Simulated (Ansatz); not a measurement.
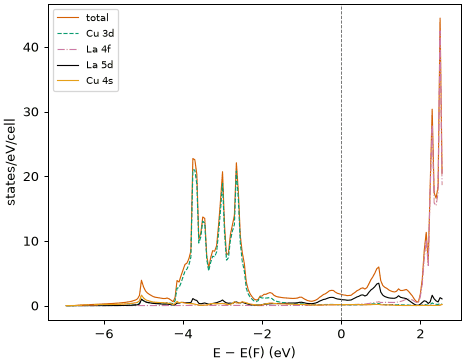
Fig. 1. Total and projected density of states of LaCu2 in space group P6/mmm (No. 191; La on 1a, Cu on 2d), DFT-r²SCAN in the program Ansatz with PAW potentials

Which orbitals carry the states next to the Fermi level?

Within 0.5 eV of the Fermi level: La 5d 56 %, La 6s 10 %, Cu 3d 7 %, Cu 4s 7 %, La 4f 7 %, outside the projected shells 13 %. Projections are on Löwdin-orthogonalised atomic valence shells; empty p or d shells of many metals are not among them.

Where is the tallest occupied peak in this window, and what makes it?

Near -3.8 eV, about 23 states/eV per cell; the largest projected share is Cu 3d.

The first step of the workflow began from a Materials Project structure, measured or hypothetical; the Crystallography Open Database files this formula in space group No. 191, but the cells were not matched. Whether it is the stable phase at ambient conditions was not checked. The r²SCAN relaxation kept the symmetry of its start; its stability against distortions is not shown here. No spin polarisation was allowed. Spin–orbit coupling is left out wherever it is not named.

Potentials: the later of the program's two PAW sets.
